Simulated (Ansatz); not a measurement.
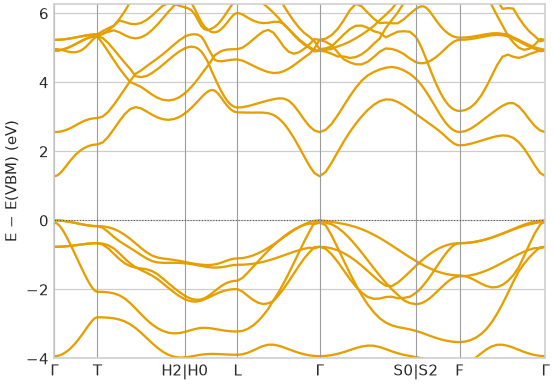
Band structure from the program Ansatz at the PBEsol level (PAW)

Task: Read off the gap and where the band edges lie.

Result: About 1.3 eV (1.28 eV by a search for the band edges); maximum at Γ, minimum at Γ.

The material is MgCdTe2 in space group R3m (No. 160; Mg on 3a, Cd on 3a, Te on 3a, Te on 3a).

The workflow started from a Materials Project entry (that database holds measured and hypothetical structures alike); the Crystallography Open Database copy checked does not list it. With Mg and Cd taken as one species the cell has the higher symmetry F-43m, so it may be an ordered model of a mixed-site phase. Its standing as an ambient phase is unchecked. The cell was relaxed with PBEsol under the symmetry of its start; its stability against distortions is not shown here. Scalar-relativistic: spin–orbit coupling is off unless named, which matters more the heavier the elements.

Potentials: the later of the program's two PAW sets.
